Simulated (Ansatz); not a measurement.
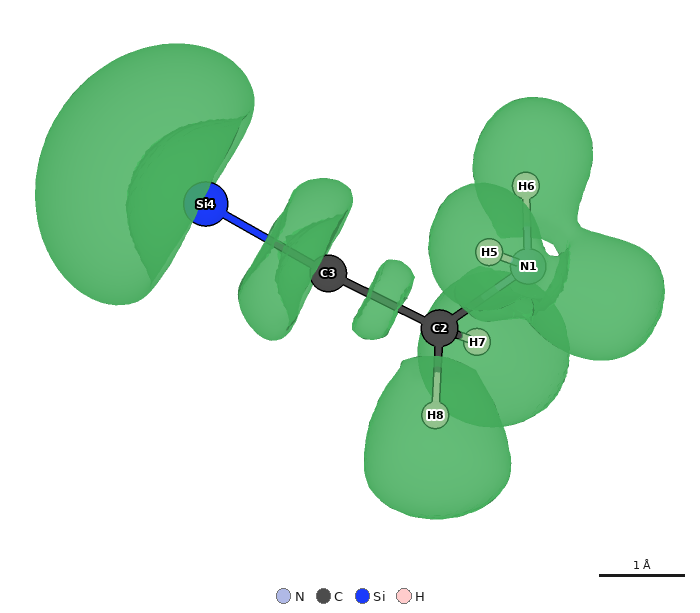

*C2H4NSi (SMILES NCC#[Si-]) (charge −1). Isosurface of the ELF at 0.8 (green), seen at a tilt. Core shells and regions of very low density are left out.*

The highest occupied orbital lies above zero, a sign that basis and functional describe the outermost electron poorly.

Level of theory: RKS PBE-D4/def2-SVP (Ansatz 0.2.0).

Input file:

```
crystal:
  periodic: [false, false, false]
  atoms:
    - { symbol: "N", position_ang: [-0.75142, 0.8971, 0.2245] }
    - { symbol: C, position_ang: [0.23388, -0.24745, 0.48843] }
    - { symbol: C, position_ang: [0.91079, -0.15398, 1.75373] }
    - { symbol: Si, position_ang: [1.11985, 0.21945, 3.38138] }
    - { symbol: H, position_ang: [-0.77935, 1.02034, -0.78792] }
    - { symbol: H, position_ang: [-0.39806, 1.76948, 0.62438] }
    - { symbol: H, position_ang: [-0.34892, -1.21317, 0.36915] }
    - { symbol: H, position_ang: [0.91847, -0.20832, -0.39807] }
total_charge: -1
basis:
  gaussian: { orbitals: def2-SVP }
hamiltonian:
  xc: pbe
  dispersion: d4
relax:
  f_tol: 0.015
  max_steps: 40
output:
  orbitals: {}
```

Run with:

```sh
ansatz run input.yaml --threads 1 --pin off --max-ram 2048MiB --backend cpu --events-out ev --progress --plain --runs-dir out
```

The fields are those of the relaxed geometry.

> What do the ELF domains correspond to?

The surface consists of one region between bonded C–C atoms (shared pairs), one region between bonded C–Si atoms (shared pairs), two regions around hydrogen nuclei, one lobe on Si, pointing away from the bonds (lone pairs) and one joined region spread over several atoms (H, N), in which their bonds and any lone pairs are merged. Along the contacts the grid gives the following. C–C (1.47 Å): the ELF peaks at about 0.95 between the atoms, as expected for a shared electron pair. C–N (1.51 Å): the ELF peaks at about 0.90 between the atoms (localised, covalent bonding).
